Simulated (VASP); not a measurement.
Band structure of SiC (4h). Computed with PBE GGA, VASP's PBE PAW potentials (set 64) (plane waves; VASP 6.6.1).

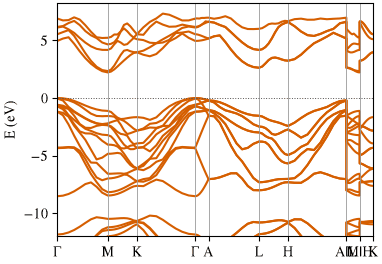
*Bands along high-symmetry lines, zero at the valence-band maximum or, without a gap, the Fermi level*

Question: Read the plot: is there a gap, and where are the band edges?

Answer: The gap is indirect, 2.22 eV, from the valence maximum at Γ to the conduction minimum at M. (Edges off the drawn lines would not show.)

Measured: gap 3.26 eV (computed value off by -1.04 eV), as given by Daiki Deguchi et al., Japanese Journal of Applied Physics (2016), arXiv:1512.06930.

The compound is SiC in the 4h structure. It was relaxed first.
